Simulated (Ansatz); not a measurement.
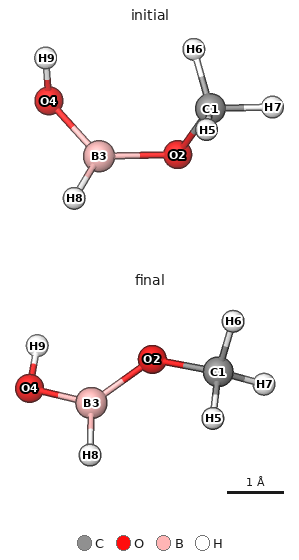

The structure of CH₅BO₂ (coarse preliminary run) before (top) and after (bottom) a relaxation, at one scale.

The picture is a ball-and-stick view, seen at a tilt.

The start comes from a force field.

Computed with RKS PBE-D4/def2-SVP (Ansatz).

Input file:
```yaml
crystal:
  periodic: [false, false, false]
  atoms:
    - {symbol: C, position_ang: [0.227600, 0.710400, -0.941800]}
    - {symbol: O, position_ang: [-0.922100, -0.023000, -0.536000]}
    - {symbol: B, position_ang: [-0.492400, -0.956800, 0.488700]}
    - {symbol: O, position_ang: [-0.465600, -0.576600, 1.909400]}
    - {symbol: H, position_ang: [0.981800, 0.118200, -1.424200]}
    - {symbol: H, position_ang: [0.586800, 1.389800, -0.122100]}
    - {symbol: H, position_ang: [-0.141200, 1.458600, -1.736400]}
    - {symbol: H, position_ang: [-0.027000, -2.012700, 0.190300]}
    - {symbol: H, position_ang: [0.340600, -0.154200, 2.155000]}
basis:
  gaussian: {orbitals: def2-SVP}
hamiltonian: {xc: pbe, dispersion: d4}
relax: {f_tol: 0.03, max_steps: 200}
```

### What changed between the two?

The largest move after the best rigid fit is that of O2, 1.23 Å. By element the largest moves are O 1.23 Å, H 1.14 Å, B 0.42 Å, C 0.16 Å. Some distances before and after: B3–O4 1.471 → 1.364 Å, O2–B3 1.451 → 1.367 Å, C1–H7 1.152 → 1.111 Å, C1–H5 1.073 → 1.112 Å. Among the angles between lasting bonds that change: C1–O2–B3 107.1° → 122.2°, H5–C1–H6 115.9° → 108.7°, H6–C1–H7 102.3° → 108.0°. Groups turn about B3–O4 by about 90°, O2–B3 by about 90°, C1–O2 by about 60°. After 11 geometry steps the energy has fallen by 151.7 kJ/mol. The largest force component goes from 3.2 to 0.0086 eV/Å. The run took about 20 core-seconds on a shared host.
